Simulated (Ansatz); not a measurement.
# V_O in LiLaSO (P4/nmm): charge-transition levels and formation energies

Charge states of V_O in LiLaSO (P4/nmm), set against the band edges. Model: a cell of 64 host atoms with 1 O taken out.

Calculated with Ansatz 0.2.0; place-levels on PBEsol runs: charge-transition levels and formation energies with image-charge correction and potential alignment at the atomic sites.

## (1) Set-up

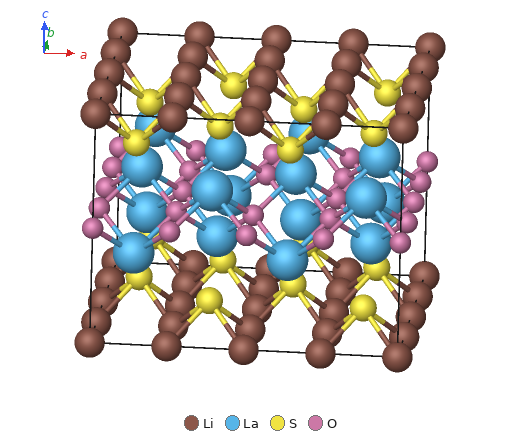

The cell as given, slightly off an axis (lithium brown, lanthanum blue, sulfur yellow, oxygen pink). Bonds to atoms that aren't drawn are left out. Some periodic images of atoms are drawn too.

The cell holds 63 atoms: 16 Li, 16 La, 16 S and 15 O. Cell: a = 11.242 Å, b = 11.242 Å, c = 8.634 Å, α = 90.0°, β = 90.0°, γ = 90.0°. It derives from LiLaSO (space group P4/nmm). Nearest the centre at fractional (0.500, 0.500, 0.000): La53 at 2.34 Å, La6 at 2.34 Å, La39 at 2.34 Å, La24 at 2.34 Å, O32 at 2.81 Å, O47 at 2.81 Å, O62 at 2.81 Å, O63 at 2.81 Å.

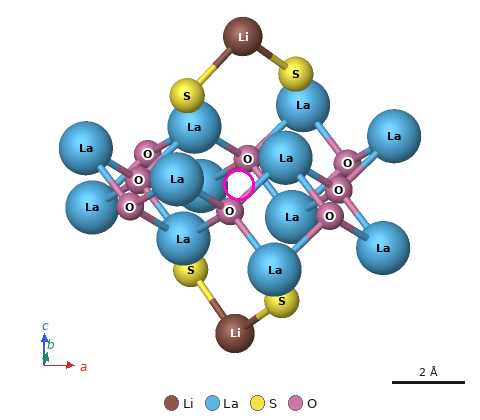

The atoms within 5 Å of the centre. A ring marks the centre wherever it is empty.

Known beforehand: the electronic dielectric constant, (5.41, 5.41, 5.12), and the static one, (20.61, 20.61, 13.45), from a response run on this crystal (DFPT, PBEsol) at that run's own cell.

The cell's shortest repeat is 8.6 Å.

## (2) The runs of each charge state

Levels follow from differences of total energies between charge states, each relaxed by itself.

Each atom starts 0.05 Å or so off its site in a random direction: a symmetric start keeps its symmetry, and would miss off-centre moves and Jahn–Teller distortions. Forces are taken at one point at (¼, ¼, ¼). The cell holds 1 electron more than the neutral one, with a uniform background that keeps it neutral on the whole. The electron count is odd, so at least one spin is unpaired; this run locks the moment at 1 μB.

The sampling was tested on the host first: at the k-points planned (1x1x1 shifted 0.25 0.25 0.25) its energy lies 0.000 eV an atom from the dense-mesh value, under the bound of 0.02 eV set for this test; that bounds the host's error, not the defect's.

One state's input; the others differ in charge, spin, start and seed, and in occupations where the table says so.

Input file qm1_M1.relax/input.yaml:

```yaml
crystal:
  lattice:
    - [7.94918281, 7.94918281, 0.0]
    - [-7.94918281, 7.94918281, 0.0]
    - [0.0, 0.0, 8.63382131]
  atoms:
    - { symbol: Li, position: [0.0, 0.25, 0.5] }
    - { symbol: Li, position: [0.25, 0.0, 0.5] }
[... 3 atom lines left out ...]
    - { symbol: La, position: [0.375, 0.375, 0.85598973] }
[... 5 atom lines left out ...]
    - { symbol: S, position: [0.375, 0.375, 0.33711286] }
[... 1 atom line left out ...]
    - { symbol: O, position: [0.25, 0.25, 0.0] }
[... 9 atom lines left out ...]
    - { symbol: La, position: [0.375, 0.625, 0.14401027] }
[... 1 atom line left out ...]
    - { symbol: S, position: [0.375, 0.625, 0.66288714] }
[... 3 atom lines left out ...]
    - { symbol: O, position: [0.25, 0.75, 0.0] }
[... 1 atom line left out ...]
    - { symbol: O, position: [0.25, 0.5, 0.0] }
[... 5 atom lines left out ...]
    - { symbol: La, position: [0.875, 0.375, 0.85598973] }
    - { symbol: La, position: [0.625, 0.375, 0.14401027] }
[... 1 atom line left out ...]
    - { symbol: S, position: [0.625, 0.375, 0.66288714] }
[... 4 atom lines left out ...]
    - { symbol: O, position: [0.75, 0.25, 0.0] }
    - { symbol: O, position: [0.5, 0.25, 0.0] }
[... 3 atom lines left out ...]
    - { symbol: Li, position: [0.5, 0.5, 0.5] }
[... 1 atom line left out ...]
    - { symbol: La, position: [0.625, 0.625, 0.85598973] }
[... 1 atom line left out ...]
    - { symbol: La, position: [0.625, 0.875, 0.14401027] }
    - { symbol: La, position: [0.875, 0.625, 0.14401027] }
[... 2 atom lines left out ...]
    - { symbol: S, position: [0.625, 0.625, 0.33711286] }
[... 1 atom line left out ...]
    - { symbol: O, position: [0.75, 0.75, 0.0] }
    - { symbol: O, position: [0.5, 0.75, 0.0] }
    - { symbol: O, position: [0.75, 0.5, 0.0] }
  host:
    repeats: [2, 2, 1]
    atoms:
      - { symbol: Li, position: [0.0, 0.5, 0.5] }
      - { symbol: Li, position: [0.5, 0.0, 0.5] }
      # ... 14 more atoms of the perfect host
total_charge: -1
basis:
  ecutwfc: 420
  xc_grid: 2
hamiltonian:
  xc: pbesol
kpoints:
  mp_grid: { grid: [1, 1, 1], shift: [0.25, 0.25, 0.25] }
magnetization:
  spin_polarized: true
  initial_magnetization: 1
  spin_locking: { lock_magnetization: hard }
scf:
  occupations: { method: fixed }
  max_iter: 60
output:
  forces: true
  charged_corrections:
    epsilon: [5.41, 5.41, 5.12]
    static_epsilon: [20.61, 20.61, 13.45]
    defect_position: [0.5, 0.5, 0.0]
relax:
  f_tol: 0.02
  max_steps: 80
  random_displacement: { amplitude: 0.05, seed: 812 }
checkpoint:
  write: "../qm1_M1.relax.run"
  compress: false
  write_wavefunctions: true
  write_every: 100000
```

The run is started by

```sh
> ansatz run input.yaml --threads 4 --pin off --max-ram 7536MiB --backend cpu --events-out ev --progress --plain --runs-dir out
```

Defect states can disperse in a cell of this size, so the energy is taken again at a 2×2×2 shifted mesh, on the relaxed structure.

The run of this state that the levels use, under PBEsol:

Input file qm1_M1.point/input.yaml:

```yaml
crystal:
  checkpoint: "../qm1_M1.relax.run"
  host: checkpoint
total_charge: -1
basis:
  ecutwfc: 420
  xc_grid: 2
hamiltonian:
  xc: pbesol
kpoints:
  mp_grid: { grid: [2, 2, 2], shift: [0.5, 0.5, 0.5] }
magnetization:
  spin_polarized: true
  initial_magnetization: 1
  spin_locking: { lock_magnetization: hard }
scf:
  occupations: { method: fermi_dirac, width: 0.01 }
  max_iter: 60
output:
  forces: true
  eigenvalues: true
  charged_corrections:
    epsilon: [5.41, 5.41, 5.12]
    static_epsilon: [20.61, 20.61, 13.45]
    defect_position: [0.5, 0.5, 0.0]
  eigenstates: { localisation: true }
  populations: true
  efg: {}
  band_densities: [{ bands: [v1, v1] }, { bands: [c1, c1] }]
  write_density: true
  write_potential: true
  volumetric_format: npy
checkpoint:
  read: "../qm1_M1.relax.run"
  write: "../qm1_M1.point.run"
  compress: false
  write_wavefunctions: false
  write_every: 100000
```

Relaxations under PBEsol at one point at (¼, ¼, ¼); times on 4 threads of Arm Neoverse V2, shared host:

```
charge  moment (μB)  occupations    outcome  steps  largest displacement against the far atoms (Å)     time
    −1            1        fixed  converged      8                                            0.08  3.7 min
     0            0        fixed  converged      5                                            0.08     61 s
    +1            1        fixed  converged      5                                            0.12    2 min
    +2            0        fixed  converged      5                                            0.22     65 s
     0            2        fixed  converged      7                                            0.12    3 min
```

Single points under PBEsol at a 2×2×2 shifted mesh; times on 4 threads of Arm Neoverse V2, shared host:

```
charge  moment (μB)  occupations    outcome     time
    −1            1  fermi-dirac  converged  5.4 min
     0            0  fermi-dirac  converged     94 s
    +1            1  fermi-dirac  converged  3.3 min
    +2            0  fermi-dirac  converged     83 s
     0            2  fermi-dirac  converged  3.9 min
```

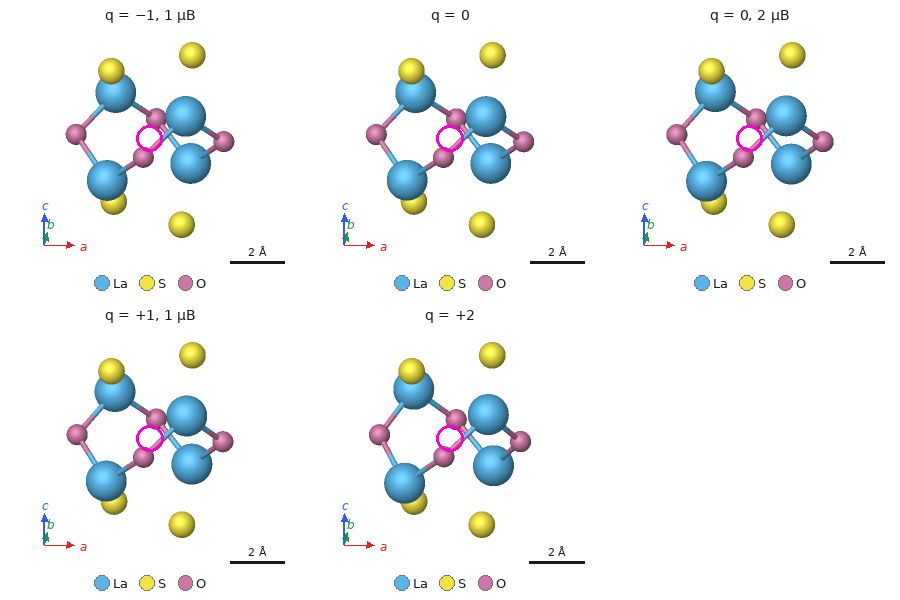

The structures near the centre after relaxation with PBEsol, by charge. A ring marks the centre wherever it is empty. Bonds to atoms that aren't drawn are left out.

Distances (Å) from the ideal centre to the nearest atoms after relaxation with PBEsol:

```
charge  moment (μB)       1.       2.       3.       4.      5.      6.
    −1            1  La 2.40  La 2.41  La 2.41  La 2.42  O 2.76  O 2.76
     0            0  La 2.40  La 2.41  La 2.41  La 2.42  O 2.75  O 2.75
     0            2  La 2.44  La 2.44  La 2.45  La 2.45  O 2.72  O 2.72
    +1            1  La 2.46  La 2.46  La 2.46  La 2.46  O 2.71  O 2.71
    +2            0  La 2.56  La 2.56  La 2.56  La 2.56  O 2.62  O 2.62
```

## (3) Placing the levels, PBEsol

A charged cell interacts with its images and the background, and its potential has another zero than the host's. place-levels removes the first by a point-charge model, screened by the static dielectric constant since the ions have relaxed around the charge, and the second by comparing potentials at atoms far from the defect.

The host is a run of the defect-free crystal in the same cutoffs, grids and k-points, so that basis and sampling errors cancel in part in the differences. Its band edges come from a run of the primitive cell that searches the zone for them. The host is run in a cell of 16 atoms on a matching mesh. Chemical potentials are energies per atom of O (O2 molecule), run with the same functional and cutoff.

Input file levels.point.yaml:

```yaml
host:
  run: host.point.run
  levels_from: { run: edges.point.run }
states: [qm1_M1.point.run, q0.point.run, qp1_M1.point.run, qp2.point.run, q0_M2.point.run]
geometry_from:
  qm1_M1.point.run: qm1_M1.relax.run
  q0.point.run: q0.relax.run
  qp1_M1.point.run: qp1_M1.relax.run
  qp2.point.run: qp2.relax.run
  q0_M2.point.run: q0_M2.relax.run
  host.point.run: host.relax.run
chemical_potentials:
  O:
    energy: -558.282649
    dataset: "<sha256 of the dataset>"
epsilon: [5.41, 5.41, 5.12]
static_epsilon: [20.61, 20.61, 13.45]
vertical:
  - { from: qm1_M1.point.run, to: qm1_M1.point_neutral.run }
  - { from: qp1_M1.point.run, to: qp1_M1.point_neutral.run }
  - { from: qp2.point.run, to: qp2.point_neutral.run }
```

The run is started by

```sh
> ansatz place-levels levels.point.yaml -- --threads 4 --pin off --max-ram 7536MiB
```

Numbers of over 12 decimals in the logs are rounded to 6 here.

The log of the run:

```text
[... repeated set-up lines and file paths are left out, and long positions are rounded to six places ...]
(+2/+1) 1.802 eV above the valence edge, 1.265 eV under the conduction edge
(+1/0) 2.679 eV above the valence edge, 0.389 eV under the conduction edge
(0/-1) 3.110 eV above the valence edge (+3.347 eV without the band-filling correction), in the conduction band
formation energy of charge +2: +1.898 eV with the Fermi level at the valence edge
formation energy of charge +1: +3.700 eV with the Fermi level at the valence edge
formation energy of charge 0: +6.379 eV with the Fermi level at the valence edge
formation energy of charge -1: +9.489 eV with the Fermi level at the valence edge
vertical -1 to 0: no energy, since no alignment is typed
  the change from vertical[0].from (qm1_M1.point.run) to vertical[0].to (qm1_M1.point_neutral.run): by its potential at epsilon [5.41, 5.41, 5.12] it stands at 0.508 0.507 0.498, with an rms radius of about 5.2 Å (3.3 3.3 2.3 Å across the planes of the cell's [...]
vertical +1 to 0: no energy, since no alignment is typed
  the change from vertical[1].from (qp1_M1.point.run) to vertical[1].to (qp1_M1.point_neutral.run): by its spins about the atoms it stands at 0.500 0.500 1.000, with an rms radius of about 3.4 Å (2.1 2.1 1.7 Å across the planes of the cell's vectors); [...]
vertical +2 to 0: no energy, since no alignment is typed
  the change from vertical[2].from (qp2.point.run) to vertical[2].to (qp2.point_neutral.run): by its potential at epsilon [5.41, 5.41, 5.12] it stands at 0.500 0.500 1.000, with an rms radius of about 3.5 Å (2.1 2.1 1.8 Å across the planes of the cell's [...]
  edges by pbesol of host.levels_from (edges.point.run), its mesh sampled to repeats of 27.82 Å (the valence edge +0.136 eV and the conduction edge -0.265 eV from those of the host's own run), gap 3.068 eV; the host is sampled to repeats of 28.35 Å
  the defect's cells are sampled to repeats of 28.35 Å, like sampling
  charge +2: -124535.0287 eV with its correction of +0.291 eV, at epsilon [20.61, 20.61, 13.45], aligned at sites: -0.0763 eV, mean over 47 atomic sites at or beyond 4.32 Å from the defect at [0.5000, 0.5000, 0.0000], with +0.016195 for the charge's moments [...]
  charge +1: -124525.7620 eV with its correction of +0.032 eV, at epsilon [20.61, 20.61, 13.45], aligned at sites: -0.0794 eV, mean over 47 atomic sites at or beyond 4.32 Å from the defect at [0.5000, 0.5000, 0.0000], with +0.008484 for the charge's moments [...]
  charge 0: +0.000 eV for its dipole among its images, +0.000 omitted
  charge -1: -124504.8070 eV with its correction of +0.164 eV, at epsilon [20.61, 20.61, 13.45], aligned at sites: -0.0533 eV, mean over 47 atomic sites at or beyond 4.32 Å from the defect at [0.5000, 0.5000, 0.0000], with +0.003506 for the charge's moments [...]
  charge 0: states[4] (q0_M2.point.run) stands 0.438 eV higher, with a moment of 2.00 μB against 0.00
  of states[3] (qp2.point.run): it parts from the run at its places by a charge that spreads by about 1.8 Å along one vector (1.5 Å or more is wide), by its potential at epsilon [5.41, 5.41, 5.12], taken for that of held ions (one typed too small widens it), [...]
  of states[2] (qp1_M1.point.run): it parts from the run at its places by a charge that spreads by about 1.7 Å along one vector (1.5 Å or more is wide), by the spins about the atoms, where the cell does not tell a trapped carrier from a band state. [...]
  of states[0] (qm1_M1.point.run): it parts from the run at its places by a charge that spreads by about 3.3 Å along one vector (1.9 Å or more is wide), by its potential at epsilon [5.41, 5.41, 5.12], taken for that of held ions (one typed too small widens [...]
  of states[4] (q0_M2.point.run): its moments are held at its close (magnetization.spin_locking), by a field of 0.093 eV a Bohr magneton, and its energy and levels are of the state that this holds: a run that lets them go can end lower; [...]
  of vertical[0].from (qm1_M1.point.run): it parts from the run at its places by a charge that spreads by about 3.3 Å along one vector (1.9 Å or more is wide), by its potential at epsilon [5.41, 5.41, 5.12], taken for that of held ions (one typed too small [...]
  of vertical[1].from (qp1_M1.point.run): its displacements don't fall off away from the defect: farther atoms stand 0.019 Å off the host's places. [...]
  of vertical[1].to (qp1_M1.point_neutral.run): its displacements don't fall off away from the defect: farther atoms stand 0.019 Å off the host's places. [...]
  of vertical[2].from (qp2.point.run): its displacements don't fall off away from the defect: farther atoms stand 0.044 Å off the host's places. [...]
  of vertical[2].to (qp2.point_neutral.run): its displacements don't fall off away from the defect: farther atoms stand 0.044 Å off the host's places. [...]
```

The job ended after 0.42 s (4 threads of Arm Neoverse V2, shared host).

Under PBEsol the gap is 3.07 eV, (+2/+1) 1.80, (+1/0) 2.68, (0/−1) 3.11 (outside the gap) (with band filling) eV.

Levels between the charges placed, in eV above the valence top:

```
        gap (eV)  (+2/+1)  (+1/0)  (0/−1)
PBEsol      3.07     1.80    2.68    3.11
```

Corrections by state:

```
charge  moment (μB)  image terms and alignment (eV)  band filling (eV)                                  ε used  over the lowest of its charge, as the program ranks them, band filling apart (eV)
    +2          0.0                           0.291                  -  principal values (13.45, 20.61, 20.61)                                                                              0.000
    +1          1.0                           0.032                  -  principal values (13.45, 20.61, 20.61)                                                                              0.000
     0          0.0                           0.000                  -                                       -                                                                              0.000
    −1          1.0                           0.164             -0.237  principal values (13.45, 20.61, 20.61)                                                                              0.000
     0          2.0                           0.000                  -                                       -                                                                              0.438
```

The charged structures listed were also run neutral, and place-levels reads from each pair, by the potential or the spins, how wide the charge is by which they differ; that can be the carrier of either run.

```
charge  rms radius (Å)  spread where it is widest against the cell (Å)  wide from (Å)  reading
    +2             3.5                                            1.77           1.50     wide
    +1             3.4                                            1.70           1.50     wide
    −1             5.2                                            3.28           1.95     wide
```

The neutral runs of these pairs need not share the spin of the lowest neutral state, and very wide values only mean spread over the cell.

From the program's caveats on the states, each cut to its opening words:

- charge +2: it parts from the run at its places by a charge that spreads by about 1.8 Å along one vector (1.5 Å or more is wide), by its potential at epsilon [5.41, 5.41, [...]
- charge +2: its displacements don't fall off away from the defect: farther atoms stand 0.044 Å off the host's places
- charge +1 (1 μB): it parts from the run at its places by a charge that spreads by about 1.7 Å along one vector (1.5 Å or more is wide), by the spins about the atoms, where the [...]
- charge +1 (1 μB): its displacements don't fall off away from the defect: farther atoms stand 0.019 Å off the host's places
- charge −1 (1 μB): it parts from the run at its places by a charge that spreads by about 3.3 Å along one vector (1.9 Å or more is wide), by its potential at epsilon [5.41, 5.41, [...]
- charge −1 (1 μB): a band-filling correction moves a carrier to the host's band edge, which changes its energy by -0.237 eV
- charge 0 (2 μB): its moments are held at its close (magnetization.spin_locking), by a field of 0.093 eV a Bohr magneton, and its energy and levels are of the state that this [...]

Chemical potentials of the elements' reference phases, run alike. Formation energy by charge state (elemental references; gap 3.07 eV):

```
charge  at valence top (eV)  at conduction bottom (eV)  correction included (eV)
    +2                 1.90                       8.03                      0.29
    +1                 3.70                       6.77                      0.03
     0                 6.38                       6.38                      0.00
    −1                 9.49                       6.42                     -0.07
```

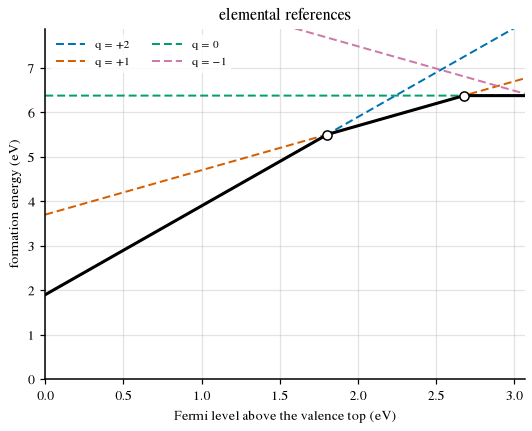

Formation energy against Fermi level; the thick line follows the lowest charge state and circles mark the transition levels.

(Part 1 of 2 ends here.)

[Logs are printed without paths, hosts, clocks, repeated set-up lines and the standing remarks that a program may print on its own settings, such as how far it seeks lower states.]

[Hosts, paths, dates, database ids (printed as entryN), source tags and the programs' standing remarks are cut or masked in the printed files.]

[Where a table of states has a column of steps, it counts the stored structures, which are thinned; the runs took as many ionic steps or more.]

[A defect's name tells the site on which it was built; relaxed atoms can leave that site.]

[For some hosts the program warned that the k-mesh of the response run may be too coarse for force constants and the static dielectric constant; such warnings are not shown here.]
